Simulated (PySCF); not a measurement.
```yaml
atoms:
  - { symbol: Pb, position_ang: [0.0000, 0.0000, -0.0528] }
  - { symbol: N, position_ang: [2.0047, -0.1163, 0.5130] }
  - { symbol: H, position_ang: [2.5756, -0.5718, -0.2249] }
  - { symbol: H, position_ang: [2.3953, 0.8302, 0.6959] }
  - { symbol: N, position_ang: [-2.0047, 0.1163, 0.5130] }
  - { symbol: H, position_ang: [-2.5756, 0.5718, -0.2249] }
  - { symbol: H, position_ang: [-2.3953, -0.8302, 0.6959] }
```

Core potentials replace the inner electrons of Pb.

Theory: PySCF, RKS PBE0, Pb def2-SVP with ECP60, N def2-SVP, H def2-SVP; non-relativistic Hamiltonian with scalar-relativistic core potentials where named; density fitting.

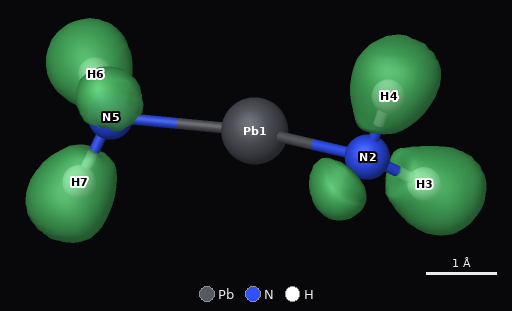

H$_{4}$N$_{2}$Pb (charge +2). Isosurface of the ELF at 0.9 (green), seen at a tilt. Only the valence region is drawn (cores and ρ < 0.01 e/Å³ removed).

### Identify the bonds, lone pairs and shells in this picture.

At this value the surface marks out four regions around hydrogen nuclei and two lobes on N, pointing away from the bonds (lone pairs). Profiles from the grid: Pb–N (2.09 Å): the ELF peaks at about 0.80 in the valence shell of N, 0.6 Å from its nucleus, and drops to about 0.25 between the two atoms. N–H (1.04 Å): the ELF climbs to about 1 towards the hydrogen, as it does in any bond to H: an ordinary covalent bond to hydrogen.
